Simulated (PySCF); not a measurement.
C4H7NOSi

Input

```
{"job": {"kind": "uv", "xc": "CAM-B3LYP", "basis": "def2-SVPD", "nstates": 8, "ntriplets": 3}, "charge": 0, "multiplicity": 1}
C      2.780842    -0.416516    -0.044337
O      1.408031    -0.646635     0.023224
Si     0.205186     0.405392    -0.254677
C     -1.266397    -0.722955     0.056606
C     -2.532656    -0.319440    -0.049031
C     -2.875515     0.997972    -0.403130
N     -3.174484     2.067920    -0.690116
H      3.079417     0.359669     0.663834
H      3.293935    -1.346564     0.202630
H      3.071867    -0.099658    -1.048262
H      0.239390     1.534833     0.679113
H      0.231040     0.912562    -1.629777
H     -1.082868    -1.752496     0.335338
H     -3.378466    -0.974556     0.131441
```

Command:

```sh
OMP_NUM_THREADS=1 python probes_run.py task.json out
```

Geometry: GFN2-xTB.

Level of theory: CAM-B3LYP/def2-SVPD, SCF density, gas phase in PySCF 2.14.0.

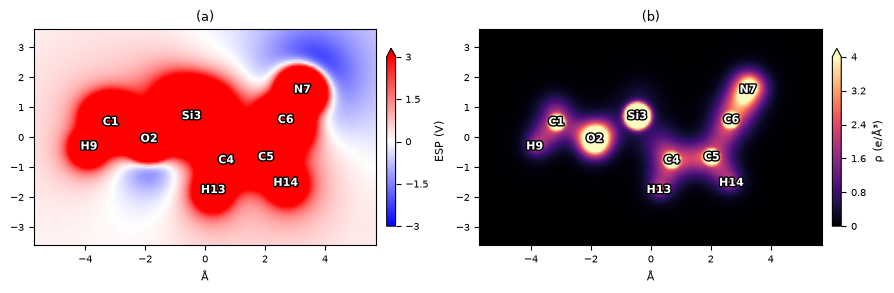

Figure 1. (a) electrostatic potential; (b) total electron density on the plane of atoms Si3, C4 and H13.

> What does the map show?

Atoms in the plane: C, O, Si, N and H.
C–N (1.15 Å): ρ at the midpoint is about 3.6 e/Å³.
C–C (1.33 Å): ρ is about 2.3 e/Å³ halfway.
C–O (1.39 Å): ρ is about 2.1 e/Å³ halfway, with its minimum of 1.7 e/Å³ about 0.5 Å from C.
Si–O (1.62 Å): the density is about 1.2 e/Å³ at the midpoint.
C–Si (1.88 Å): the density is about 0.97 e/Å³ at the midpoint.
Outside the dense part of the molecule the potential is most negative (−2.1 V) near N7.

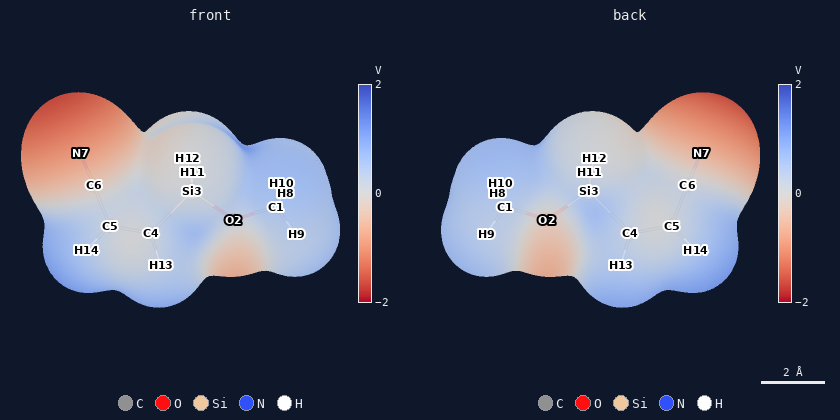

Figure 2. The electrostatic potential painted on the density surface at 0.001 e/bohr³, seen from the front and from behind; red is negative and blue positive.

> Describe the electrostatic potential map.

The most negative region (about −1.6 V) lies over N7, the most positive (about +1.1 V) over Si3 and H14. N7 is the likeliest acceptor of a hydrogen bond.
